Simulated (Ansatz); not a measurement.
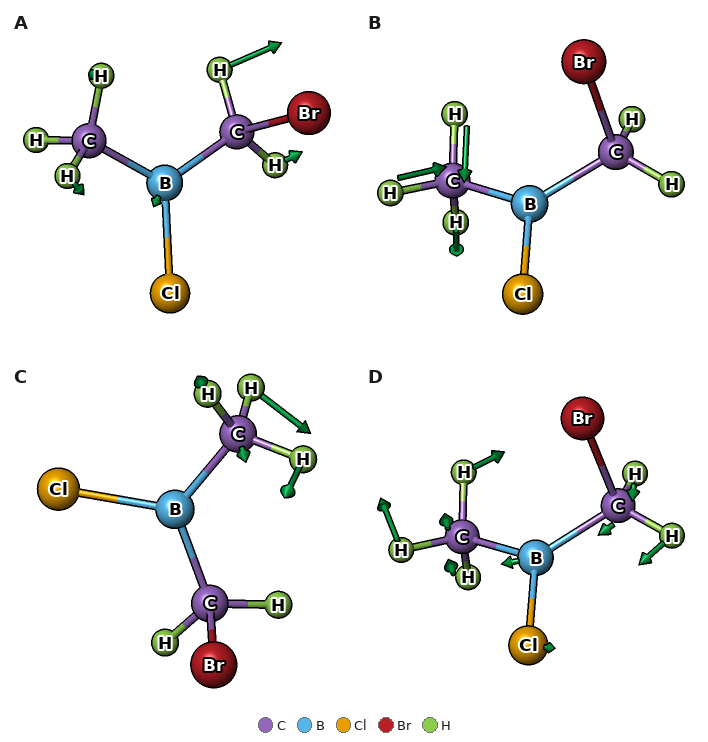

4 normal modes of one molecule or complex, as arrows. Harmonic vibrations computed with RKS PBE0-D4/def2-TZVP (Ansatz 0.2.0) at a stationary point of the same level.

Question: Match the panels to the wavenumbers 122 cm⁻¹, 305 cm⁻¹, 1108 cm⁻¹, 3108 cm⁻¹.

Answer: A: 1108 cm⁻¹
B: 3108 cm⁻¹, out-of-phase stretching of 3 C–H bonds
C: 122 cm⁻¹, a torsion or out-of-plane motion in which bond lengths and bond angles hardly change
D: 305 cm⁻¹
